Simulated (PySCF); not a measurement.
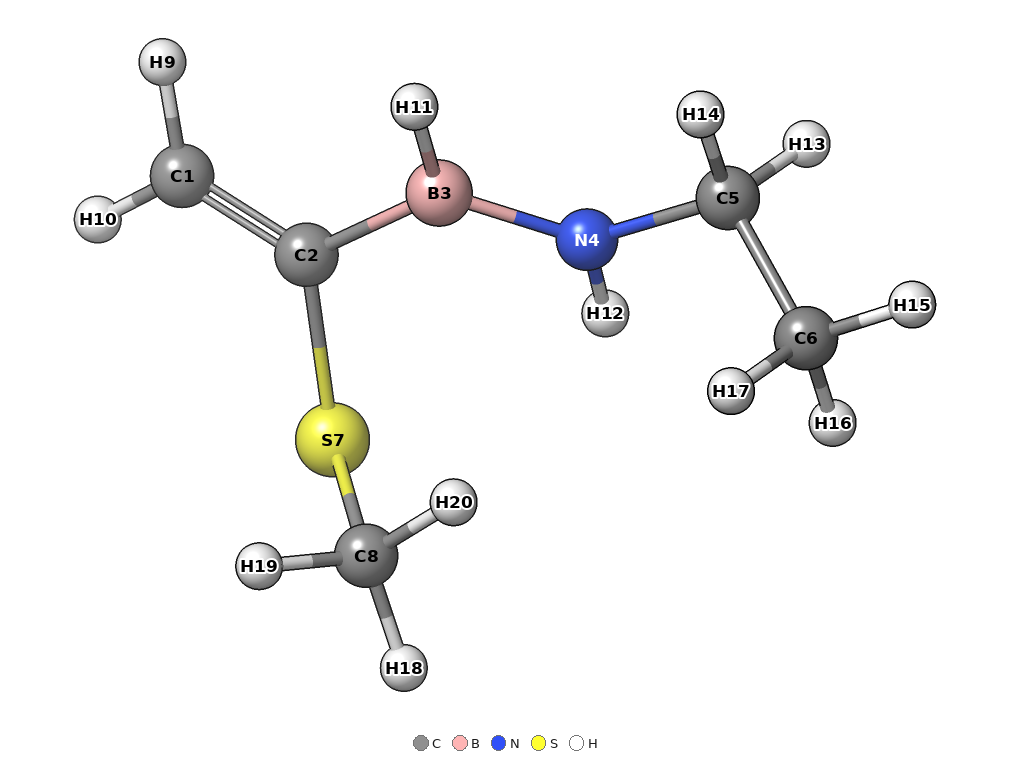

The geometry was computed by an optimisation with GFN2-xTB. No frequency run is at hand to confirm it as a minimum. Electric field gradients from the ground-state density, PBE0/pcSseg-1 (PySCF 2.14.0), non-relativistic apart from any core potentials.

Give the largest field-gradient component, the quadrupole coupling constant and the asymmetry for 11B at B3 (Q = 40.59 mb), 14N at N4 (Q = 20.44 mb), 33S at S7 (Q = −67.81 mb), 2H at H9 (Q = 2.86 mb), 2H at H10 (Q = 2.86 mb), 2H at H11 (Q = 2.86 mb), 2H at H12 (Q = 2.86 mb).

```tsv
atom	V_zz (a.u.)	e²qQ/h (MHz)	η
B3	0.393	3.75	0.08
N4	−0.545	−2.62	0.89
S7	−2.900	46.2	0.61
H9	0.335	0.225	0.04
H10	0.331	0.222	0.04
H11	0.242	0.163	0.02
H12	0.387	0.260	0.15
```

The geometry is semi-empirical. Around B such bond lengths and angles can be off by a tenth of an ångström or more and by several degrees, and values that hang on the shape move with them.
